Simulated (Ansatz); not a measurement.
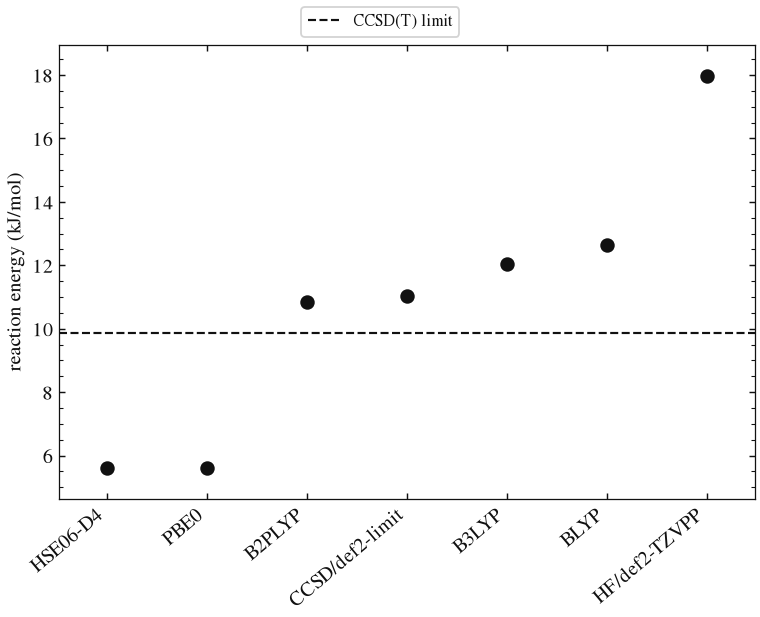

Electronic reaction energy of SiPH₅O ([SiH3]OP) + CH₅N (CN) → CH₆NP (CNP) + SiH₄O (O[SiH3]) (SMILES in brackets) at several levels (functionals in def2-TZVPP unless a basis is named), isolated molecules at PBE0-D4 triple-zeta geometries, minima by their frequencies, no zero-point or thermal terms, the Ansatz code 0.2.0. The line is frozen-core CCSD(T) at the basis limit (MP2 extrapolated from triple and quadruple zeta, plus CCSD(T) less MP2 in a smaller set). B2PLYP holds a correlation term that converges slowly with the basis, so part of the distance to the limit is basis error. No dispersion term is added to PBE0, B2PLYP, B3LYP and BLYP.

Question: What do zero-point energy and temperature add?

Answer: Zero-point change −1.6 kJ/mol; at 298.15 K and 1 bar the CCSD(T) limit plus thermal terms gives an enthalpy of reaction of 7.2 and a free energy of 12.6 kJ/mol (harmonic PBE0-D4 modes, ideal gas).

Question: Which level comes closest to the line (CCSD(T) limit), and which misses most?

Answer: Closest B2PLYP (10.8 kJ/mol), against 9.9 kJ/mol; farthest HF/def2-TZVPP (18.0 kJ/mol).
